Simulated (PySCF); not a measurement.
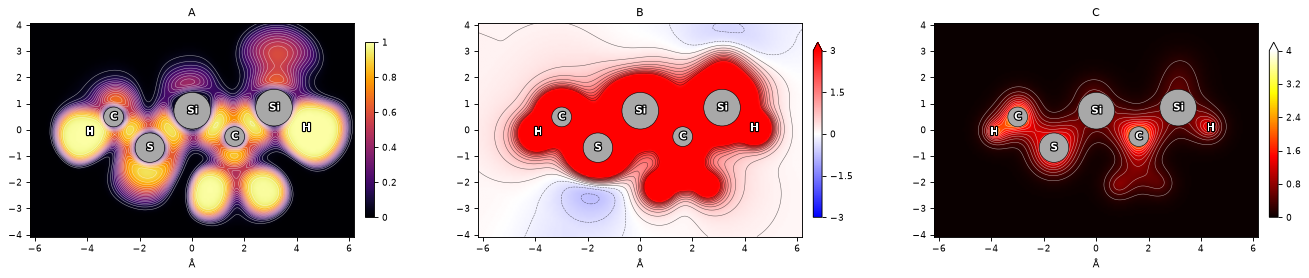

C4H13ClSSi2 (SMILES CC[C@H]([SiH2]Cl)[SiH2]SC): 3 fields on the plane of atoms Si6, S7 and C8, with unlabelled colour scales. Grey discs cover the atomic cores.

Geometry: GFN2-xTB.

Computed with PySCF 2.14.0, PBE0/pcSseg-1, SCF density, gas phase, non-relativistic.

```xyz
21

C    -1.6986   -1.4585    0.3651
C    -1.5797   -0.0271    0.8645
C    -0.8079    0.8922   -0.0897
Si   -1.6679    1.1225   -1.7692
Cl   -0.7640    2.6606   -2.7109
Si    1.0133    0.3954   -0.3156
S     1.7495   -0.2415    1.5966
C     3.4798   -0.5391    1.1364
H    -0.7120   -1.8964    0.2304
H    -2.2284   -1.4940   -0.5840
H    -2.2427   -2.0626    1.0876
H    -1.0720   -0.0353    1.8329
H    -2.5828    0.3792    1.0207
H    -0.7857    1.8818    0.3839
H    -3.0775    1.4639   -1.5884
H    -1.5272   -0.0354   -2.6480
H     1.8382    1.5258   -0.7408
H     1.2128   -0.7167   -1.2495
H     4.0019   -0.8311    2.0410
H     3.9123    0.3710    0.7336
H     3.5295   -1.3376    0.4029
```

The panels show electron density, electron localisation function and electrostatic potential in some order. Assign them.

Answer. Panel A: electron localisation function. Panel B: electrostatic potential (strongly positive close to the atoms, with negative regions outside electron-rich atoms). Panel C: electron density. From the grid: C–S (1.81 Å): the density is about 1.2 e/Å³ at the midpoint; the ELF peaks at about 0.90 between the atoms: a covalent bond. C–Si (1.90 Å): ρ is about 0.92 e/Å³ halfway; the ELF peaks at about 0.95 between the atoms, as expected for localised, covalent bonding.
